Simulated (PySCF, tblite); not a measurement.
# C₅H₁₃BOS₂: geometry, infrared bands and NMR shifts

Aim: predict the infrared bands and NMR shifts of C₅H₁₃BOS₂ (`CSC[S@](=O)CB(C)C`).

The runs use tblite 0.8.0 and PySCF 2.14.0, with density-fitted response routines of our own; the level of theory stands in each step. All values are computed, except where a source is named. Atoms count from 0, in the outputs and in this text.

### 1 The molecule as given

22 atoms, charge 0, multiplicity 1; geometry from: force field or distance geometry start.

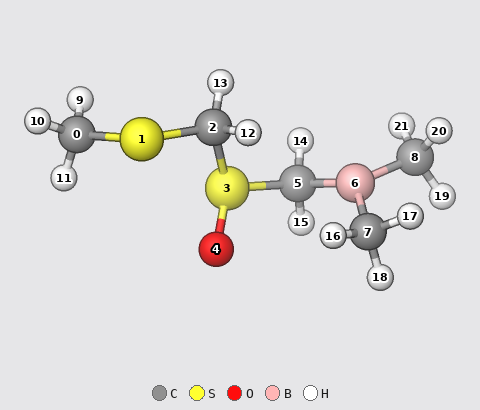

As it starts; carbon grey, sulfur yellow, oxygen red, boron pink, hydrogen white, atoms numbered.

### 2 Geometry optimisation with GFN2-xTB

The job: settings as JSON, then the geometry in Å.

```
{"job": {"kind": "relax", "xc": "GFN2-xTB", "basis": "xTB"}, "charge": 0, "multiplicity": 1}
C      4.335800    -0.132100     0.633400
S      3.195900    -0.661500    -0.657100
C      1.633200     0.180000    -0.698900
S      0.725500    -0.231800     0.783200
O      0.708700    -1.740100     1.008200
C     -0.877100     0.523400     0.896100
B     -1.869000     0.169000    -0.261300
C     -2.200400    -1.309900    -0.709600
C     -3.088700     1.188800    -0.427200
H      4.316700     0.950600     0.858900
H      5.359200    -0.351500     0.272500
H      4.228500    -0.675500     1.596800
H      1.050700    -0.282100    -1.540900
H      1.671900     1.248500    -0.903500
H     -0.799700     1.657000     0.905600
H     -1.344800     0.238500     1.872900
H     -1.349500    -1.902500    -1.018300
H     -2.864000    -1.223000    -1.621600
H     -2.827700    -1.869000     0.033100
H     -3.976100     0.776400     0.116100
H     -3.253600     1.288900    -1.516700
H     -2.785900     2.177100    -0.023300
```

Command:

```console
> OMP_NUM_THREADS=1 python probes_run.py task.json out
```

One launch serves the whole session: the jobs run in the order shown.

**Question.** This job is followed by: GFN2-xTB harmonic vibrations, gas phase; GIAO PBE0/pcSseg-1 NMR shielding, non-relativistic, gas phase. Predict these results of the whole session: strongest single infrared mode (GFN2-xTB); zero-point energy (GFN2-xTB); 13C shifts against TMS (PBE0/pcSseg-1, means over atoms taken as alike); 1H shifts against TMS (PBE0/pcSseg-1, means over atoms taken as alike); 33S shifts against CS2 (PBE0/pcSseg-1); 17O shifts against H2O (PBE0/pcSseg-1); 11B shifts against BF3·OEt2 (PBE0/pcSseg-1).

The runs gave:

| quantity | value |
| --- | --- |
| strongest single infrared mode (GFN2-xTB) | 1194 cm⁻¹, 229 km/mol |
| zero-point energy (GFN2-xTB) | 108.8 kcal/mol |
| 13C shifts against TMS (PBE0/pcSseg-1, means over atoms taken as alike) | 66.3, 53.8, 21.1, 17.5 ppm |
| 1H shifts against TMS (PBE0/pcSseg-1, means over atoms taken as alike) | 3.32, 3.12, 2.96, 2.15, 2.03, 1.21 ppm |
| 33S shifts against CS2 (PBE0/pcSseg-1) | 305, -58 ppm |
| 17O shifts against H2O (PBE0/pcSseg-1) | 64.6 ppm |
| 11B shifts against BF3·OEt2 (PBE0/pcSseg-1) | 84.8 ppm |

**Reading.** Over 185 steps the energy fell by 1.856 eV; of the close pairs, S3–C5 changed most, 1.775 to 1.865 Å. All 60 modes are real, so the xTB geometry is a minimum. The strongest single mode, at 1194 cm⁻¹, moves mainly B6. GFN2-xTB is a fitted tight-binding method: band positions and strengths are rough. Its intensities can rank the bands wrongly. At PBE0/pcSseg-1: Shielding is most anisotropic at O4 (span 443 ppm, paramagnetic term -128 ppm).
